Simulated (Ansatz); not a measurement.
System: C4H10O2Sn (SnHMe2(OAc)).

Input file:

```
crystal:
  periodic: [false, false, false]
  atoms:
    - {symbol: Sn, position_ang: [0.742587, 0.710429, 0.589887]}
    - {symbol: H, position_ang: [0.841174, 0.606512, 2.313421]}
    - {symbol: C, position_ang: [2.706996, 0.559396, -0.315754]}
    - {symbol: H, position_ang: [2.606960, 0.541749, -1.417867]}
    - {symbol: H, position_ang: [3.203046, -0.371980, 0.017509]}
    - {symbol: H, position_ang: [3.328790, 1.427361, -0.020896]}
    - {symbol: C, position_ang: [-0.406090, 2.331822, -0.252639]}
    - {symbol: H, position_ang: [-1.342591, 2.449856, 0.322035]}
    - {symbol: H, position_ang: [-0.648689, 2.078565, -1.303310]}
    - {symbol: H, position_ang: [0.184638, 3.268685, -0.232964]}
    - {symbol: O, position_ang: [0.027084, -1.147322, -0.175756]}
    - {symbol: C, position_ang: [-1.203149, -1.234820, 0.287435]}
    - {symbol: C, position_ang: [-1.956992, -2.481042, -0.119482]}
    - {symbol: O, position_ang: [-1.692484, -0.348197, 1.003155]}
    - {symbol: H, position_ang: [-2.968452, -2.480531, 0.322067]}
    - {symbol: H, position_ang: [-1.398021, -3.380024, 0.207721]}
    - {symbol: H, position_ang: [-2.024799, -2.530458, -1.224562]}
basis:
  gaussian: {orbitals: def2-TZVP, initial_orbitals: start.molden}
hamiltonian: {xc: pbe0, dispersion: d4}
scf: {omitted_lower_state_checks: [starts]}
output: {forces: true, orbitals: {seedname: orbitals}}
```

Launched as:

```sh
ansatz run in.yaml --threads 2 --pin off --events-out ev --progress --plain --max-ram 32768MiB --backend cuda --devices 0, --max-vram 18GiB
```

Geometry: PBE-D4/def2-SVP; core potentials replace the inner electrons of Sn; not at a stationary point (largest force 1.3 eV/Å).

Method: RKS PBE0-D4/def2-TZVP in Ansatz.

Q: Predict the electron density and electron localisation function between the atoms.

A: C–O (1.24 Å): ρ is about 3.2 e/Å³ halfway; the ELF peaks at about 0.85 between the atoms; a short, strongly polar bond.
C–C (1.51 Å): ρ at the midpoint is about 1.7 e/Å³; the ELF peaks at about 0.95 between the atoms, as expected for a covalent bond.
Sn–O (2.13 Å): ρ is about 0.58 e/Å³ halfway; the ELF peaks at about 0.85 in the valence shell of O, 0.6 Å from its nucleus, and drops to about 0.15 between the two atoms.
C–Sn (2.17 Å): ρ at the midpoint is about 0.69 e/Å³; the ELF peaks at about 0.90 in the valence shell of C, 0.7 Å from its nucleus, and drops to about 0.20 between the two atoms.

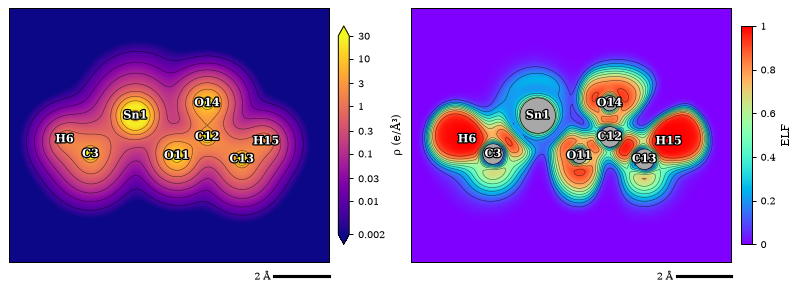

Computed electron density and electron localisation function on the plane of atoms C3, Sn1 and O11, in this order. Grey discs cover the atomic cores in the ELF map. 
